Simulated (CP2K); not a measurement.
Consider methyl thiocyanate at its PBE geometry (Å).

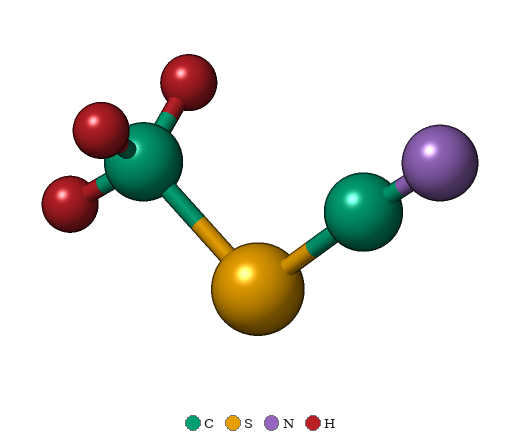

The molecule (carbon teal, sulfur orange, nitrogen purple, hydrogen red).

```xyz
7

C    -0.9797    0.0064   -0.0210
S     0.4156   -1.1584    0.1533
C     1.7117   -0.0867    0.0469
N     2.6501    0.6139   -0.0233
H    -0.9392    0.5105   -0.9917
H    -1.8807   -0.6165    0.0363
H    -0.9779    0.7307    0.7996
```

Method: CP2K XAS_TDP, all-electron GAPW, PBEh(45%), aug-cc-pVDZ, TDA, no relativity.

Predict the bright core excitations at the C K edge.

Leading lines: C1 283.09 eV and C3 282.38 eV. The leading line of an atom is its first one with 35 % of the strongest within 2.5 eV of its lowest line over the strength cut. 

The first six lines of each atom with a strength over 0.0015:

```
                    atom  energy (eV)  states  strength, one atom
C1 (bonded to S and 3 H)       283.09       1              0.0443
                               284.90       1              0.0089
                               285.69       1              0.0234
                               285.81       1              0.0242
                               286.12       1              0.0023
                               286.58       1              0.0016
  C3 (bonded to N and S)       282.38       1              0.0435
                               283.04       1              0.0573
                               284.63       1              0.0177
                               286.02       1              0.0084
                               286.32       1              0.0041
                               288.26       1              0.0019
```

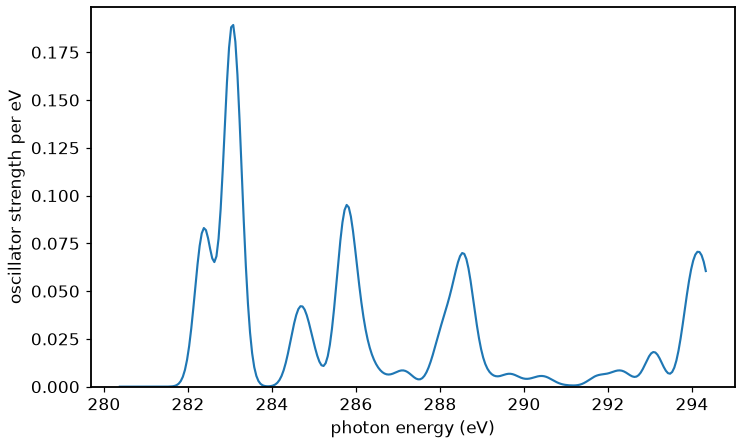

All atoms added, broadened by 0.5 eV.

Lines are vertical, at one geometry, with no vibrational structure. Without a correction of the core level, line positions, and the gaps between valence and Rydberg lines, follow the share of exact exchange. At this level such K lines come out 3 to 6 eV under measured ones. These values hold no scalar relativity, about 0.1 eV for C 1s. Rydberg lines, and the discretised continuum above threshold, depend on the basis and the box.

[Banner, clock and machine lines of the logs are left out without a mark of their own.]

[Logs are printed without paths, hosts, clocks, repeated set-up lines and the standing remarks that a program may print on its own settings, such as how far it seeks lower states.]

[Hosts, paths, dates, database ids (printed as entryN), source tags and the programs' standing remarks are cut or masked in the printed files.]
